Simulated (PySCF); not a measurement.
SMILES C[Si](C)(C)CS, singlet at its GFN2-xTB optimised geometry (Å):

```
18

C      2.0534    -0.3719     0.0000
Si     0.1487    -0.3719     0.0000
C     -0.5072    -1.3522    -1.5006
C     -0.5506     1.3983     0.0000
C     -0.4211    -1.2512     1.6104
S     -2.2418    -1.3346     1.7613
H      2.4546    -1.3806     0.0008
H      2.4355     0.1312    -0.8821
H      2.4535     0.1413     0.8688
H     -1.5843    -1.2554    -1.6042
H     -0.0612    -0.9889    -2.4214
H     -0.2753    -2.4111    -1.4229
H     -0.3677     1.8956    -0.9477
H     -0.0989     2.0028     0.7812
H     -1.6234     1.3947     0.1697
H     -0.1073    -0.6987     2.4934
H     -0.0412    -2.2671     1.7039
H     -2.4546    -2.0028     0.6305
```

Computed with PySCF with B3LYP/def2-SVP. Cells within 0.4 Å of a nucleus heavier than hydrogen are left out (blank, or x).

Map of the electrostatic potential (hartree/e), clipped to [-0.08, 0.12] on the plane z = 1.5 Å:

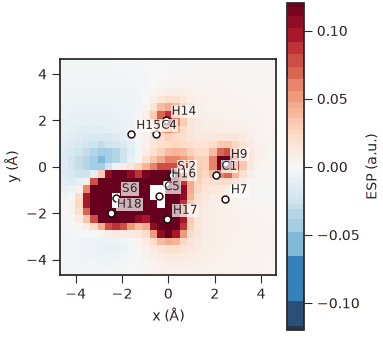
Electrostatic potential (hartree/e), clipped to [-0.08, 0.12] on the plane z = 1.5 Å.
